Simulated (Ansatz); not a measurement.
**BClH$_{6}$Si$_{2}$: density, localisation and related maps**

The calculation's input:

```
crystal:
  periodic: [false, false, false]
  atoms:
    - {symbol: B, position_ang: [-1.262358, 0.908176, -0.146394]}
    - {symbol: Si, position_ang: [0.681987, 0.716890, -0.696163]}
    - {symbol: Si, position_ang: [0.741059, -1.226736, 0.576706]}
    - {symbol: Cl, position_ang: [-1.397951, -1.209498, 0.686031]}
    - {symbol: H, position_ang: [-2.132081, 0.834492, -0.962282]}
    - {symbol: H, position_ang: [-1.483501, 1.500975, 0.868652]}
    - {symbol: H, position_ang: [1.656672, 1.737394, -0.223922]}
    - {symbol: H, position_ang: [0.974811, 0.395704, -2.119885]}
    - {symbol: H, position_ang: [1.102441, -2.561076, 0.034174]}
    - {symbol: H, position_ang: [1.202021, -1.147421, 1.986181]}
basis:
  gaussian: {orbitals: def2-TZVPP}
hamiltonian: {xc: pbe0, dispersion: d4}
output: {orbitals: {seedname: orbitals}}
```

Command:

```sh
ansatz run in.yaml --threads 2 --pin off --events-out ev --progress --plain --max-ram 4352MiB
```

Geometry: PBE0-D4/def2-TZVP.

Method: RKS PBE0-D4/def2-TZVPP (Ansatz).

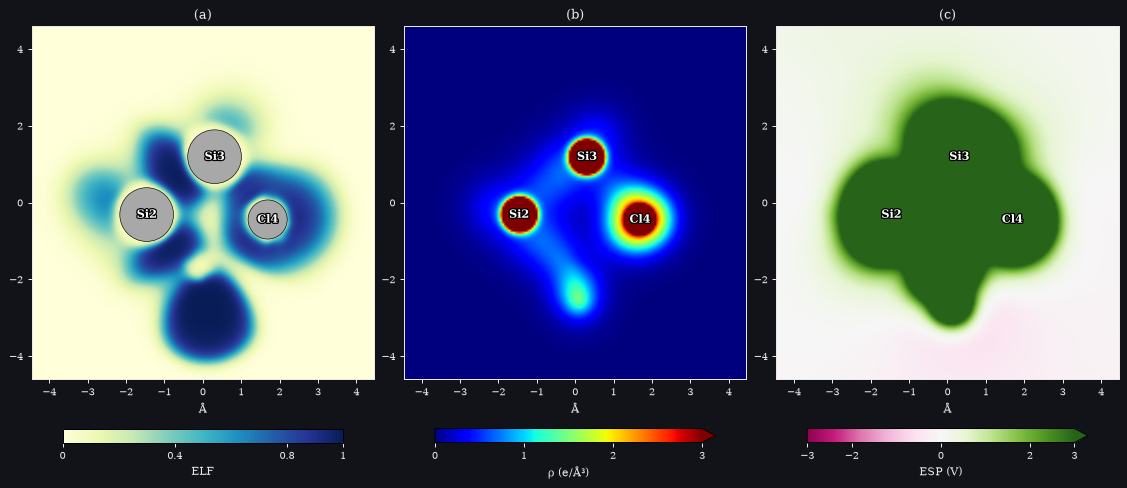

Figure 1. (a) ELF; (b) electron density; (c) molecular electrostatic potential on the plane of atoms Si2, Si3 and Cl4. Grey discs cover the atomic cores in the ELF map.

**Read the bonding off the picture.**

- The section cuts through Si and Cl sites.
- Si–Cl (2.14 Å): the density is about 0.77 e/Å³ at the midpoint; the ELF peaks at about 0.90 between the atoms, as expected for a shared but strongly polarised pair.
- Si–Si (2.32 Å): the density is about 0.63 e/Å³ at the midpoint; the ELF peaks at about 1 between the atoms (localised, covalent bonding).
- The ELF also peaks beside Cl4, away from the bonds: lone-pair regions.
- Outside the dense part of the molecule the potential is most negative (−0.5 V) near H5, which lies off the plane.

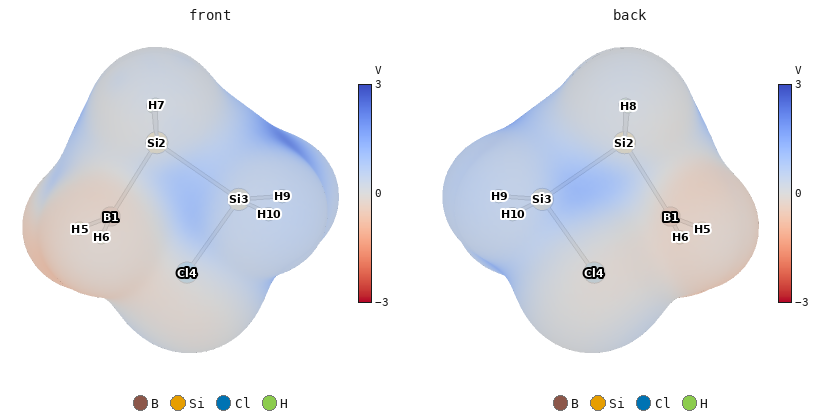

Figure 2. The molecular electrostatic potential painted on the density surface at 0.002 e/bohr³, seen from the front and from behind; red is negative and blue positive.

**Which sites attract a positive test charge, and which a negative one?**

A positive charge is drawn to the negative regions and a negative charge to the positive ones. The most negative region (about −0.7 V) lies over H5, the most positive (about +1.9 V) over Si3.

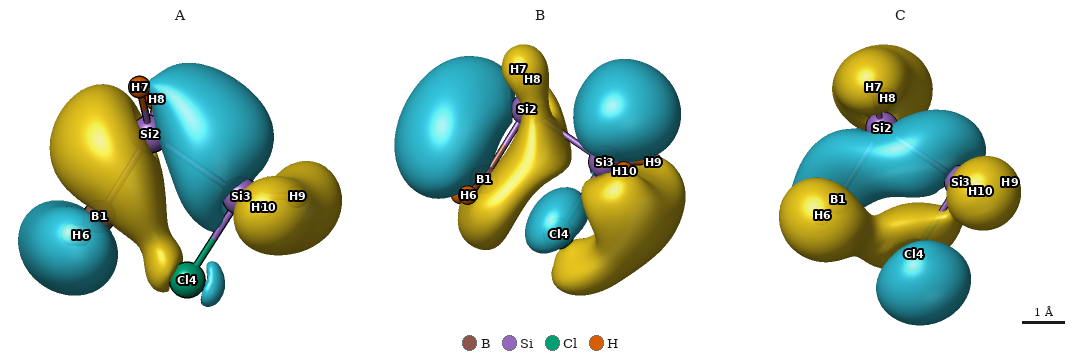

Figure 3. Three frontier orbitals at ±0.06 Å⁻³ᐟ² (yellow and cyan are the two phases), in no order.

**Order the three orbitals by energy and name them.**

C is the HOMO−1 (−8.57 eV). By Hirshfeld shares it lies mainly on Cl4 (about 25 %), Si2 (about 25 %), B1 (about 15 %), Si3 (about 10 %), H8 (about 10 %) and H6 (about 5 %). A is the HOMO (−7.64 eV). It lies mainly on Si2 (about 35 %), B1 (about 25 %), Si3 (about 20 %) and H5 (about 5 %). B is the LUMO (−1.31 eV). Its weight (Hirshfeld) is mainly on Si3 (about 30 %), B1 (about 25 %), Si2 (about 20 %) and Cl4 (about 15 %).

**What is the HOMO–LUMO gap?**

6.33 eV between the orbital energies.

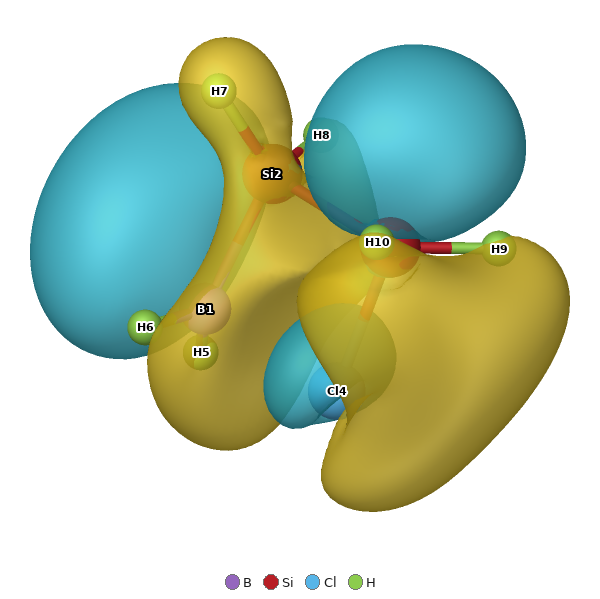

Figure 4. The LUMO at ±0.05 Å⁻³ᐟ² (yellow and cyan are the two phases), seen at a tilt.

**Where does this orbital lie, and at what energy?**

Its weight (Hirshfeld) is mainly on Si3 (about 30 %), B1 (about 25 %), Si2 (about 20 %) and Cl4 (about 15 %). Its energy is −1.31 eV.
